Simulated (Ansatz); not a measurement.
Mg₃Ga₂Sn₂GeP₈

```
Mg P Ga Ge Sn
1.0
    -5.73626  -11.50614    5.73592
    -5.73735   -0.00001   -5.73703
     5.75304   -0.01651   -5.75272
Mg P Ga Ge Sn
6 16 4 2 4
Direct
  0.74187 0.24306 0.99198
  0.24187 0.74306 0.99198
  0.24207 0.25638 0.99214
  0.74207 0.75638 0.99214
  0.50416 0.99993 0.98695
  0.00416 0.49993 0.98695
  0.12250 0.49964 0.86176
  0.62250 0.99964 0.86176
  0.38330 0.24815 0.37348
  0.88330 0.74815 0.37348
  0.61604 0.00006 0.36925
  0.11604 0.50006 0.36925
  0.88325 0.25186 0.37337
  0.38325 0.75186 0.37337
  0.38187 0.25791 0.88961
  0.88187 0.75791 0.88961
  0.61864 0.49983 0.87100
  0.11864 0.99983 0.87100
  0.88178 0.24204 0.88964
  0.38178 0.74204 0.88964
  0.11642 0.00004 0.36669
  0.61642 0.50004 0.36669
  0.99452 0.00005 0.51295
  0.49452 0.50005 0.51295
  0.50608 0.00005 0.52219
  0.00608 0.50005 0.52219
  0.99654 0.00000 0.98130
  0.49654 0.50000 0.98130
  0.75874 0.24206 0.50824
  0.25874 0.74206 0.50824
  0.25872 0.25805 0.50822
  0.75872 0.75805 0.50822
```

Space group Cm; a generated structure, not necessarily the stable one.

Theory: DFT PBE, scalar-relativistic, plane waves, PAW (Ansatz).

What will maps of the valence pseudo-density and electron localisation function show?

Answer. Ge–P (2.35 Å): the density is about 0.59 e/Å³ at the midpoint; the ELF peaks at about 0.85 in the valence shell of P, 0.9 Å from its nucleus, and is about 0.80 at the midpoint.
Sn–P (2.55 Å): ρ at the midpoint is about 0.48 e/Å³; the ELF peaks at about 0.85 in the valence shell of P, 0.9 Å from its nucleus, and is about 0.65 at the midpoint.
Ga–P (2.47 Å): ρ at the midpoint is about 0.46 e/Å³; the ELF peaks at about 0.90 in the valence shell of P, 0.9 Å from its nucleus, and is about 0.75 at the midpoint.

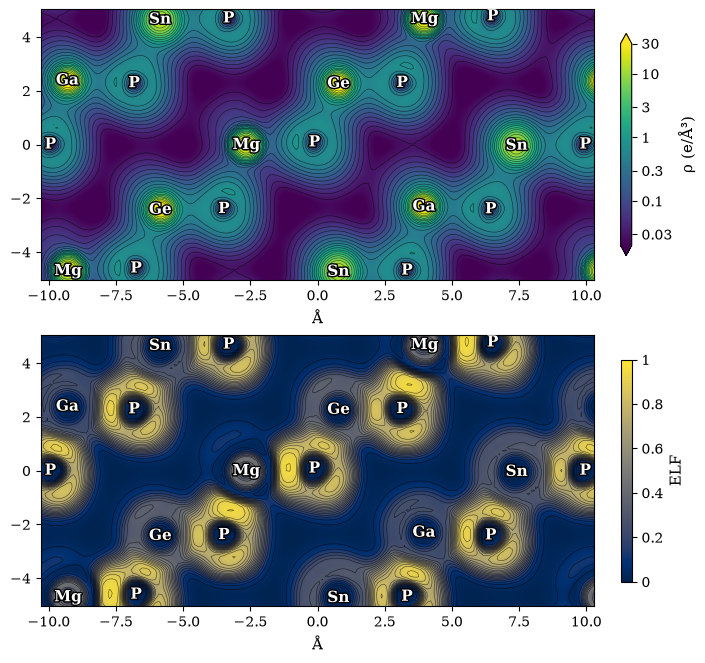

Computed valence pseudo-density and electron localisation function on the (111) plane of the conventional cell, in this order. 

In a PAW calculation such maps are meaningful between the atoms, not at the nuclei.
